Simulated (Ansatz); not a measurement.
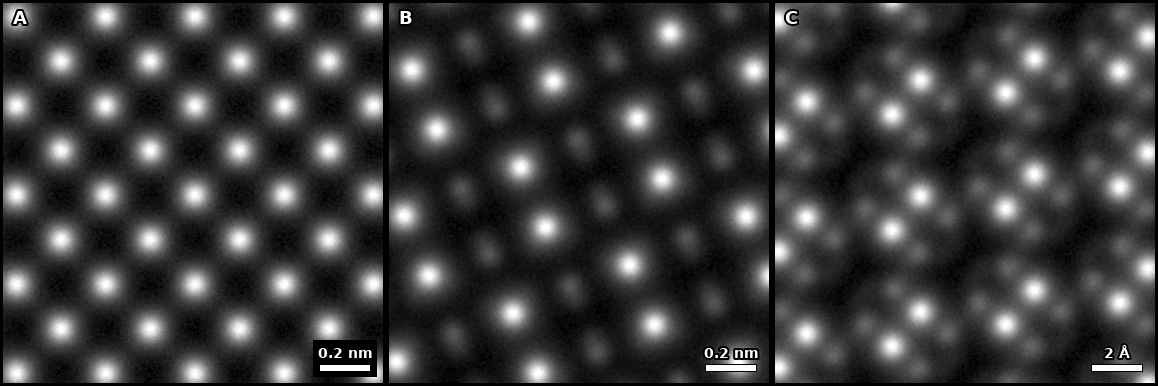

Three views of CeH4N2 (I4_1/amd, No. 141) along different zone axes. Simulated as the projected potential of neutral atoms (B = 0.8 Å²) blurred by a 0.50 Å probe, the thin-sample limit of integrated differential phase contrast. The display is stretched by a gamma of 0.65; percentages refer to the linear signal. Shot noise was added. Structure: the end point of a relaxation with DFT, PAW plane waves, r2scan in Ansatz; the starting structure was generated, so it need not be a known form of this composition.

Space group I4_1/amd:1 (No. 141). a = 5.253 Å, b = 5.253 Å, c = 10.968 Å, α = 90.00°, β = 90.00°, γ = 90.00°
| atom | site | symmetry | x | y | z |
| --- | --- | --- | --- | --- | --- |
| Ce | 4a | -4m2 | 0.0000 | 0.0000 | 0.0000 |
| N | 8e | 2mm. | 0.0000 | 0.0000 | 0.2364 |
| H | 16h | .m. | 0.1542 | 0.0000 | 0.2953 |

Q: Match the panels to the zone axes [001], [100] and [111].

A is [001]: projected cell 2.63 × 2.63 Å, 90°, plane group p4mm. B is [100]: projected cell 5.25 × 6.08 Å, 116°, plane group c2mm. C is [111]: projected cell 4.82 × 4.82 Å, 101°, plane group c2mm.
